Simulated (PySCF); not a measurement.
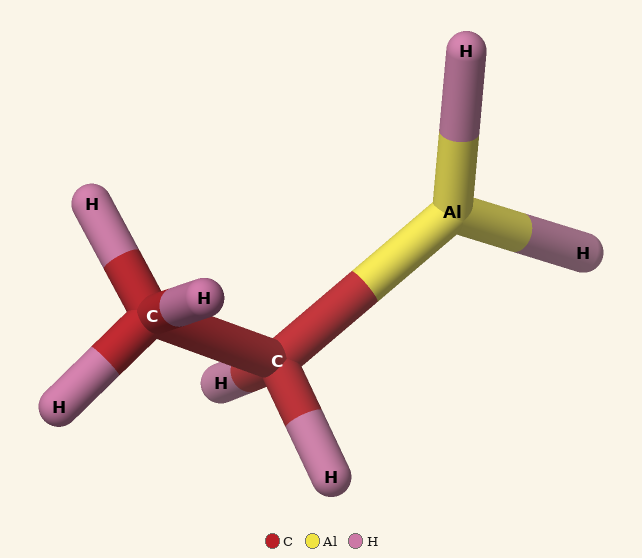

The geometry was computed by an optimisation with PBE0-D3(BJ)/def2-SVP. No frequency run is at hand to confirm it as a minimum. Program: PySCF 2.14.0.

At this fixed geometry, give HOMO–LUMO gap (eV), dipole (D) at these levels: B97-2/pcSseg-2; BHandHLYP/pcSseg-2; CAM-B3LYP/pcSseg-2; LC-wPBE/pcSseg-2; PBE0/6-311+G(2d,p); PBE0/6-31G; PBE0/6-31G*; PBE0/STO-3G; PBE0/def2-SVP; PBE0/def2-TZVP; WP04/pcSseg-2; ωB97X-D/pcSseg-2.

```
             level  HOMO–LUMO gap (eV)  dipole (D)
    B97-2/pcSseg-2                5.98        0.73
BHandHLYP/pcSseg-2                8.06        0.67
CAM-B3LYP/pcSseg-2                8.41        0.69
  LC-wPBE/pcSseg-2               10.83        0.70
PBE0/6-311+G(2d,p)                6.19        0.74
        PBE0/6-31G                6.10        0.75
       PBE0/6-31G*                6.16        0.74
       PBE0/STO-3G                9.58        0.18
     PBE0/def2-SVP                6.25        0.75
    PBE0/def2-TZVP                6.22        0.76
     WP04/pcSseg-2                5.89        0.63
  ωB97X-D/pcSseg-2                9.68        0.73
```
